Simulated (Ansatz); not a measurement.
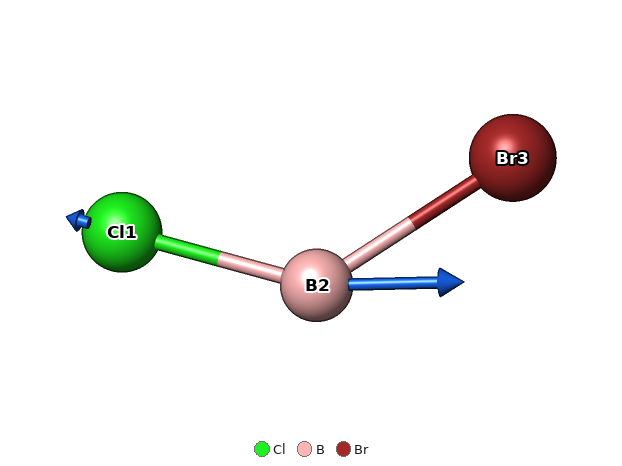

The arrows show one normal mode. Charge 0, doublet. Harmonic vibrations computed with UKS PBE0-D4/def2-TZVP (Ansatz 0.2.0) at a stationary point of the same level.

Estimate its harmonic wavenumber.

958 cm⁻¹; it is mode 3 of 3 counted from the lowest.
